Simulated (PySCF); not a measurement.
# C6H6O2: the cost of one run

Programs: PySCF 2.14.0, with density-fitted response routines of our own. Each step states its level of theory. These are calculated values for one molecule, in the gas phase or a continuum, unless marked as measured. Atoms are numbered from 0 throughout.

### 1 The starting structure

14 atoms, charge 0, multiplicity 1; geometry from: GFN2-xTB. The atoms were then displaced at random by about 0.01 Å, so the start is not that level's minimum.

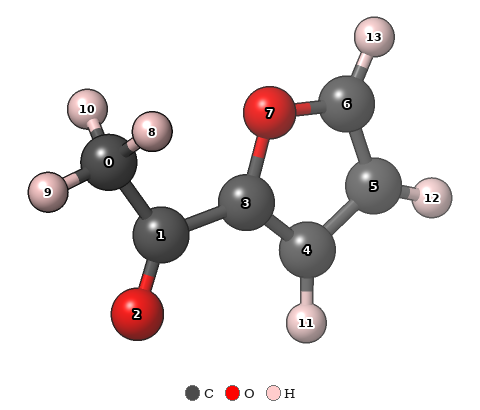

The starting geometry (carbon dark grey, oxygen red, hydrogen pink), atoms numbered.

### 2 Geometry optimisation at PBE0-D3(BJ)/def2-TZVP

Job settings and geometry (Å):

```
{"job": {"xc": "PBE0", "basis": "def2-TZVP", "d3": "d3bj", "grid": 2, "shake": 0.01, "kind": "geom"}, "charge": 0, "multiplicity": 1}
C     -2.291030     0.088080     0.066500
C     -1.252690    -0.241710     1.067490
O     -1.508860    -0.609260     2.188980
C      0.159450    -0.093160     0.581600
C      1.317290    -0.334570     1.220180
C      2.331600    -0.027880     0.299430
C      1.703490     0.354370    -0.839140
O      0.385190     0.327490    -0.686500
H     -2.188450     1.152320    -0.235200
H     -3.297900    -0.024510     0.512420
H     -2.216500    -0.522620    -0.807190
H      1.435610    -0.664700     2.247180
H      3.364560    -0.090320     0.444810
H      2.051090     0.671380    -1.788290
```

The run is started by

```
$ OMP_NUM_THREADS=1 python probes_run.py task.json out
```

This one command runs all jobs of the session in turn.

Q: Estimate the wall time and peak memory of this first job on 1 thread of Intel Xeon 6975P-C, shared host.

About 3.7 min, with a peak of 1.6 GiB.
